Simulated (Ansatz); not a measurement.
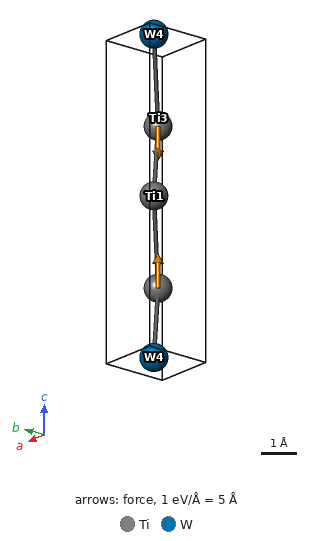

Starting geometry of a crystal of Ti$_{3}$W (a generated structure, set up in P-6m2) with the computed forces as orange arrows. A ball-and-stick model of the cell of the calculation, seen from a free direction.

Theory: DFT PBE, scalar-relativistic, plane waves, PAW (Ansatz 0.2.0).

Input file:
```yaml
crystal:
  lattice:
    - [2.8715953496, 0.0, 0.0]
    - [-1.4357976748, 2.4868745221, 0.0]
    - [0.0, 0.0, 9.50078177]
  atoms:
    - { symbol: Ti, position: [0.3333333333, 0.6666666667, 0.5] }
    - { symbol: Ti, position: [0.6666666667, 0.3333333333, 0.2495959819] }
    - { symbol: Ti, position: [0.6666666667, 0.3333333333, 0.7504040181] }
    - { symbol: W, position: [0.3333333333, 0.6666666667, 0.0] }
basis:
  ecutwfc: 420
kpoints:
  mp_grid: { grid: [18, 18, 6] }
hamiltonian:
  xc: pbe
scf:
  occupations: { method: gaussian, width: 0.1 }
output:
  forces: true
  stress: true
  eigenvalues: true
  write_density: true
  write_potential: true
  elf: true
  volumetric_format: npy
relax:
  adjacent_minimum: "off"
  f_tol: 0.01
  max_steps: 80
  cell: { stress_tol: 0.05 }
```

Command:
```bash
ansatz run input.yaml --threads 1 --pin off --max-ram 2560MiB --backend cpu --events-out ev --progress --plain --runs-dir out
```

What follows when this structure is relaxed?

It isn't relaxed: the largest force vector, on Ti atoms, is 0.20 eV/Å. The atoms end up moving mostly along the starting forces (cosine between the two patterns 1.00). After 4 accepted moves (5 points after the start) the energy has fallen by 2.8 meV per atom. Largest force component: 0.2 eV/Å at the start, 0.00081 eV/Å at the end. Pressure: −0.33 GPa at the start and 0.02 GPa at the end. At 1 point the geometry stayed and the basis and grid were re-selected for the new cell (energy shift of less than 0.05 meV per atom at most each time). The largest moves relative to the cell, 0.033 Å, are those of Ti2 and Ti3. Ti2 goes along +c. W stays in place. The drawn cell changes as follows: a = b 2.872 → 2.853 Å (−0.7 %), c 9.501 → 9.582 Å (+0.9 %); the volume changes by −0.5 %. Among the contacts that change: Ti2–W4 2.893 → 2.931 Å, Ti1–Ti1 2.872 → 2.853 Å, W4–W4 2.872 → 2.853 Å, Ti1–Ti2 2.900 → 2.883 Å. The space group stays P-6m2 (No. 187).
